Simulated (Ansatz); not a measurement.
Consider C9H5NO4Ru (SMILES [O+]#[C][Ru-5]([C]#[O+])([C]#[O+])([C]#[O+])[n+]1ccccc1).

```csv
atom,x (Å),y (Å),z (Å)
O,2.9564,0.3572,-1.9941
C,1.8674,0.6389,-1.8230
Ru,0.0218,1.1005,-1.5110
C,-0.4450,0.3627,-3.1859
O,-0.7049,0.0455,-4.2574
C,0.5097,2.9145,-1.3143
O,0.7852,4.0281,-1.3364
C,-1.8239,1.5645,-1.2022
O,-2.9132,1.8289,-1.0071
N,-0.0048,-0.2324,0.3193
C,-0.3456,-1.5200,0.2244
C,-0.3743,-2.3678,1.3168
C,-0.0367,-1.8660,2.5621
C,0.3172,-0.5316,2.6642
C,0.3202,0.2483,1.5219
H,-0.6018,-1.8702,-0.7674
H,-0.6584,-3.4037,1.1822
H,-0.0492,-2.5040,3.4379
H,0.5897,-0.0895,3.6140
H,0.5903,1.2960,1.5559
```

Geometry: PBE0-D4/def2-TZVP; core potentials replace the inner electrons of Ru.

Computed with RKS PBE0-D4/def2-TZVPP (Ansatz).

What can the converged electron density and electron localisation function tell about the bonding?

C–O (1.15 Å): the density is about 4 e/Å³ at the midpoint; the ELF peaks at about 0.85 between the atoms: a short, multiple covalent bond.
C–N (1.34 Å): ρ at the midpoint is about 2.5 e/Å³; the ELF peaks at about 0.90 between the atoms (a covalent bond).
C–C (1.38 Å): the density is about 2.2 e/Å³ at the midpoint; the ELF peaks at about 0.95 between the atoms, as expected for a covalent bond.
C–Ru (1.89 Å): the density is about 1.2 e/Å³ at the midpoint; the ELF peaks at about 0.80 in the valence shell of C, 0.6 Å from its nucleus, and drops to about 0.25 between the two atoms.

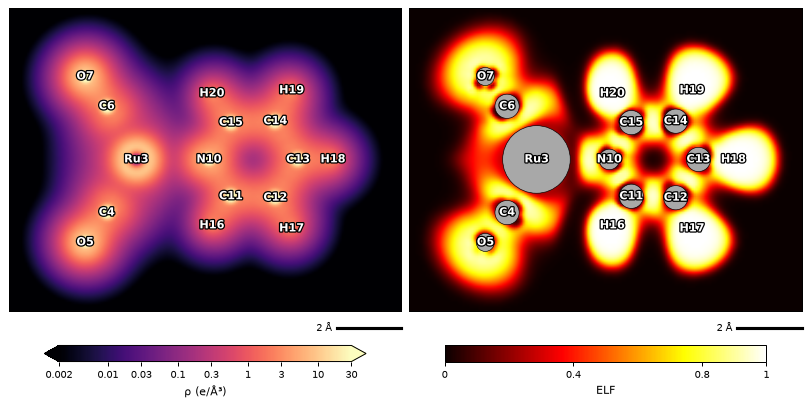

Computed electron density and electron localisation function on the plane of atoms C14, C15 and H20, in this order. Grey discs cover the atomic cores in the ELF map. 
